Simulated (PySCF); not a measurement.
# C₂H₆BFO: geometry, spin-spin couplings

Wanted: the spin-spin couplings of C₂H₆BFO (`COCBF`), by calculation.

Computed with PySCF 2.14.0, with density-fitted response routines of our own, on a single molecule in the gas phase. Atoms count from 0, in the outputs and in this text.

## Step 1: Starting geometry

11 atoms, charge 0, multiplicity 1; geometry from: GFN2-xTB. The atoms were then displaced at random by about 0.01 Å, so the start is not that level's minimum.

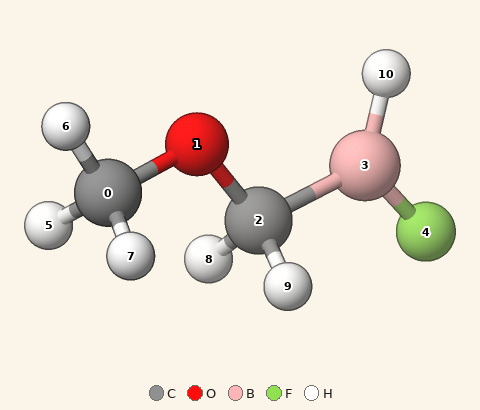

The starting geometry (carbon grey, oxygen red, boron pink, fluorine green, hydrogen white), atoms numbered.

## Step 2: Optimising the geometry at PBE0-D3(BJ)/def2-SVP

Job settings and geometry (Å):

```
{"job": {"xc": "PBE0", "basis": "def2-SVP", "d3": "d3bj", "grid": 1, "shake": 0.01, "kind": "geom"}, "charge": 0, "multiplicity": 1}
C     -1.700230     0.309340     0.218630
O     -0.359350     0.621050     0.353050
C      0.461360    -0.303180    -0.320440
B      2.055060     0.034860    -0.167300
F      2.870330    -0.786570    -0.759880
H     -2.036730     0.379540    -0.839670
H     -2.250150     1.090090     0.780100
H     -1.945930    -0.653690     0.608060
H      0.211480    -0.335930    -1.363870
H      0.282670    -1.321850     0.080160
H      2.449610     0.940510     0.435430
```

Command:

```bash
$ OMP_NUM_THREADS=1 python probes_run.py task.json out
```

The driver reads the jobs from task.json and runs them one after another.

The program printed:

```text
step   0  E = -279.24358522  max force = 0.053653
step   1  E = -279.24934649  max force = 0.009981
step   2  E = -279.25020082  max force = 0.002964
step   3  E = -279.25030585  max force = 0.002829
step   4  E = -279.25041893  max force = 0.001820
step   5  E = -279.25045852  max force = 0.000398
step   6  E = -279.25048381  max force = 0.000904
step   7  E = -279.25049723  max force = 0.001877
step   8  E = -279.25036833  max force = 0.002972
step   9  E = -279.25048320  max force = 0.002161
step  10  E = -279.25047360  max force = 0.001238
step  11  E = -279.25049198  max force = 0.000687
step  12  E = -279.25050908  max force = 0.000474
step  13  E = -279.25052614  max force = 0.000332
step  14  E = -279.25053872  max force = 0.000164
optimisation converged
```

Run time: 43 s. Hardware: 1 thread of Arm Neoverse V1, shared host; peak memory 0.4 GiB.

Step by step: (the energy doesn't fall at every step)

```tsv
step	energy from step 0 (eV)	largest force component (eV/Å)
0	0.0000	2.7589
1	-0.1568	0.5132
2	-0.1800	0.1524
3	-0.1829	0.1455
4	-0.1860	0.0936
5	-0.1870	0.0205
6	-0.1877	0.0465
7	-0.1881	0.0965
8	-0.1846	0.1528
9	-0.1877	0.1111
10	-0.1874	0.0637
11	-0.1879	0.0353
12	-0.1884	0.0244
13	-0.1889	0.0171
14	-0.1892	0.0084
```

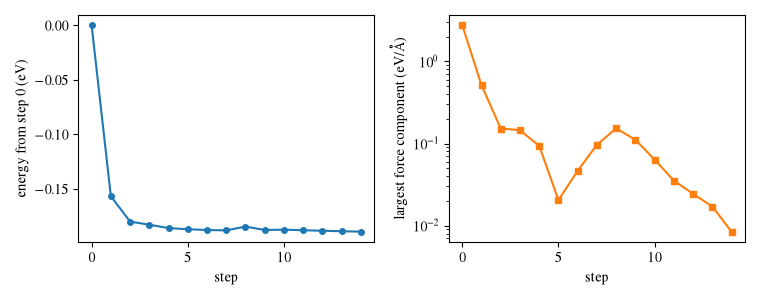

Energy and largest force along the relaxation.

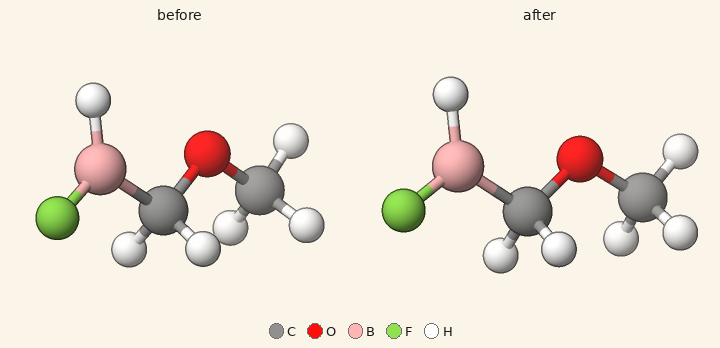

The geometry before (left) and after (right).

Close pairs (by a distance rule), those that changed most:

```tsv
bond	before (Å)	after (Å)	change (Å)
C2–B3	1.636	1.566	-0.071
B3–H10	1.157	1.209	+0.052
C2–H8	1.073	1.116	+0.043
C0–H7	1.067	1.109	+0.042
B3–F4	1.300	1.324	+0.024
O1–C2	1.408	1.393	-0.014
C0–H6	1.108	1.099	-0.009
C0–O1	1.383	1.391	+0.008
```

The end geometry stands in the next job.

```tsv
at the end point	value
rotational constants (GHz, main isotopes)	26.686, 2.051, 1.952
dipole moment (D)	1.65
```

## Step 3: Spin-spin couplings: B3LYP/6-31G*

Job settings and geometry (Å):

```
{"job": {"kind": "j", "xc": "B3LYP", "basis": "6-31G*"}, "charge": 0, "multiplicity": 1}
C     -1.701617     0.442991    -0.115287
O     -0.380367     0.628550     0.278316
C      0.490401    -0.337577    -0.221664
B      1.968115    -0.094197     0.235408
F      2.878257    -0.971743    -0.157623
H     -1.815849     0.479298    -1.217975
H     -2.305199     1.249276     0.324782
H     -2.105694    -0.529460     0.232353
H      0.480885    -0.371549    -1.337074
H      0.195640    -1.368445     0.086443
H      2.337984     0.836303     0.912555
```

Method: B3LYP/6-31G* indirect spin-spin coupling, non-relativistic, gas phase.

The program printed:

```text
coarse grid: 9152 points
cycle   1  E = -279.6982474421  dE =  4.222e-01  |g| = 7.091e-01  |ddm| = 2.896e+00
cycle   2  E = -279.5697583757  dE =  1.285e-01  |g| = 1.118e+00  |ddm| = 1.617e+00
cycle   3  E = -279.7904465932  dE = -2.207e-01  |g| = 6.935e-02  |ddm| = 1.042e+00
cycle   4  E = -279.7913041819  dE = -8.576e-04  |g| = 2.962e-02  |ddm| = 7.721e-02
cycle   5  E = -279.7915229676  dE = -2.188e-04  |g| = 5.508e-03  |ddm| = 3.087e-02
cycle   6  E = -279.7915291671  dE = -6.200e-06  |g| = 1.878e-03  |ddm| = 5.827e-03
final grid: 88672 points
cycle   7  E = -279.7627679460  dE = -2.070e-05  |g| = 4.927e-03  |ddm| = 1.400e-02
cycle   8  E = -279.7627651593  dE =  2.787e-06  |g| = 6.174e-03  |ddm| = 1.015e-02
cycle   9  E = -279.7627739534  dE = -8.794e-06  |g| = 6.869e-04  |ddm| = 5.437e-03
cycle  10  E = -279.7627740327  dE = -7.927e-08  |g| = 9.940e-05  |ddm| = 5.324e-04
cycle  11  E = -279.7627740343  dE = -1.646e-09  |g| = 1.848e-05  |ddm| = 8.306e-05
cycle  12  E = -279.7627740344  dE = -5.070e-11  |g| = 9.552e-06  |ddm| = 2.186e-05
converged SCF energy = -279.7627740344

Indirect spin-spin couplings (Hz)
  i      j    bonds     total        FC       PSO       DSO        SD
  0 C    1 O    1     12.815    12.890     0.036    -0.111         -
  0 C    2 C    2     -3.020    -2.677    -0.292    -0.051         -
  0 C    3 B    3      7.467     7.398     0.128    -0.103     0.044
  0 C    4 F    4      2.298     1.997     0.308    -0.256     0.248
  0 C    5 H    1    147.421   146.361     0.272     0.788         -
  0 C    6 H    1    151.543   150.543     0.250     0.750         -
  0 C    7 H    1    147.476   146.416     0.272     0.788         -
  0 C    8 H    3      2.370     2.424     0.004    -0.059         -
  0 C    9 H    3      2.318     2.373     0.004    -0.059         -
  0 C   10 H    4     -0.200    -0.112     0.211    -0.299         -
  1 O    2 C    1     13.309    13.578    -0.139    -0.130         -
  1 O    3 B    2    -11.116   -11.121     0.006    -0.026     0.024
  1 O    4 F    3     -9.380   -10.433     1.024     0.140    -0.112
  1 O    5 H    2     -2.641    -2.261    -0.537     0.157         -
  1 O    6 H    2    -11.978   -11.503    -0.578     0.103         -
  1 O    7 H    2     -2.658    -2.278    -0.536     0.157         -
  1 O    8 H    2     -3.130    -2.597    -0.657     0.124         -
  1 O    9 H    2     -3.003    -2.473    -0.655     0.125         -
  1 O   10 H    3     -1.079    -0.949    -0.064    -0.066         -
  2 C    3 B    1     78.478    79.284    -1.507     0.286     0.415
  2 C    4 F    2     27.514    34.929    -7.622    -0.020     0.226
  2 C    5 H    3      1.963     2.042    -0.031    -0.047         -
  2 C    6 H    3     10.551    10.856     0.322    -0.628         -
  2 C    7 H    3      1.922     2.000    -0.031    -0.048         -
  2 C    8 H    1    138.420   136.977     0.399     1.044         -
  2 C    9 H    1    139.436   138.007     0.386     1.043         -
  2 C   10 H    2     13.817    14.071    -0.153    -0.101         -
  3 B    4 F    1    -91.715   -34.021   -55.875     0.561    -2.380
  3 B    5 H    4     -0.435    -0.375     0.204    -0.281     0.017
  3 B    6 H    4      0.692     0.810     0.231    -0.355     0.005
  3 B    7 H    4     -0.438    -0.379     0.207    -0.283     0.017
  3 B    8 H    2     -2.223    -2.322    -0.023    -0.013     0.136
  3 B    9 H    2     -2.362    -2.430    -0.030    -0.027     0.126
  3 B   10 H    1    173.603   173.489    -1.428     1.056     0.486
  4 F    5 H    5     -0.906    -0.277     0.103    -0.700    -0.032
  4 F    6 H    5      0.357     0.956     0.373    -1.011     0.039
  4 F    7 H    5     -0.878    -0.268     0.112    -0.691    -0.030
  4 F    8 H    3      3.796     5.367    -1.511    -0.202     0.142
  4 F    9 H    3      3.670     5.407    -1.667    -0.160     0.090
  4 F   10 H    2     49.175    58.022    -8.130    -1.268     0.551
  5 H    6 H    2    -13.254   -12.079     1.214    -2.388         -
  5 H    7 H    2    -10.792    -9.741     1.138    -2.189         -
  5 H    8 H    4      1.382     0.979    -0.955     1.358         -
  5 H    9 H    4      1.119     1.493     0.333    -0.707         -
  5 H   10 H    5     -0.287     0.090     0.614    -0.991         -
  6 H    7 H    2    -13.246   -12.070     1.215    -2.391         -
  6 H    8 H    4     -1.188    -0.392     1.066    -1.861         -
  6 H    9 H    4     -1.193    -0.397     1.067    -1.864         -
  6 H   10 H    5     -0.219     0.065     0.472    -0.756         -
  7 H    8 H    4      1.115     1.492     0.340    -0.717         -
  7 H    9 H    4      1.357     0.956    -0.953     1.354         -
  7 H   10 H    5     -0.287     0.098     0.629    -1.014         -
  8 H    9 H    2    -22.738   -22.184     0.792    -1.346         -
  8 H   10 H    3     -0.970    -0.247     0.821    -1.543         -
  9 H   10 H    3     -0.685     0.070     0.863    -1.617         -
```

Run time: 5.8 s. Hardware: 1 thread of Arm Neoverse V1, shared host; peak memory 0.45 GiB.

This basis has no tight s functions, so the Fermi-contact terms are rough.

A choice of the couplings up to four bonds, sorted by the number of bonds, with means over like pairs; isotopes 11B, 13C, 19F, 1H, 17O:

```tsv
pair	bonds	J (Hz)	Fermi contact (Hz)	dihedral (°)
B3–H10	1	173.6	173.5	–
C0–H5	1	148.8	147.8	–
C2–H8	1	138.9	137.5	–
B3–F4	1	-91.7	-34.0	–
C2–B3	1	78.5	79.3	–
O1–C2	1	13.3	13.6	–
C0–O1	1	12.8	12.9	–
F4–H10	2	49.2	58.0	–
C2–F4	2	27.5	34.9	–
H8–H9	2	-22.7	-22.2	–
C2–H10	2	13.8	14.1	–
H5–H6	2	-12.4	-11.3	–
O1–B3	2	-11.1	-11.1	–
O1–H5	2	-5.8	-5.3	–
O1–H8	2	-3.1	-2.5	–
C0–C2	2	-3.0	-2.7	–
O1–F4	3	-9.4	-10.4	179
C0–B3	3	7.5	7.4	180
C2–H5	3	4.8	5.0	–
F4–H8	3	3.7	5.4	-58
C0–H8	3	2.3	2.4	58
O1–H10	3	-1.1	-0.9	-2
C0–F4	4	2.3	2.0	–
```

The spin-dipole term was solved for some atoms only; pairs without it lack that part.

The response was solved for the nuclei of B, C, F, H alone, so couplings that need other nuclei can be missing.

Quadrupole couplings from the field gradients of the same density:

```tsv
atom	isotope	eQq/h (MHz)	η
O1	17O	-11.0	1.00
B3	11B	4.243	0.57
```

## Step 4: Outcome

| quantity | value |
| --- | --- |
| rotational constants (main isotopes) | 26.69, 2.05, 1.95 GHz |
| largest coupling of the table (B3LYP/6-31G*) | 1J(B,H) B3–H10, 173.6 Hz |

The optimisation took 14 steps and gained 0.189 eV; among the close pairs (by a distance rule), C2–B3 changed most, from 1.636 to 1.566 Å. In the run at B3LYP/6-31G*, the largest coupling of the table is B3–H10, 173.6 Hz, of which the Fermi-contact term gives 173.5 Hz. Couplings across rotatable bonds belong to this one conformer; where others are populated, the observed values are averages. Couplings from bases without tight functions are rough.
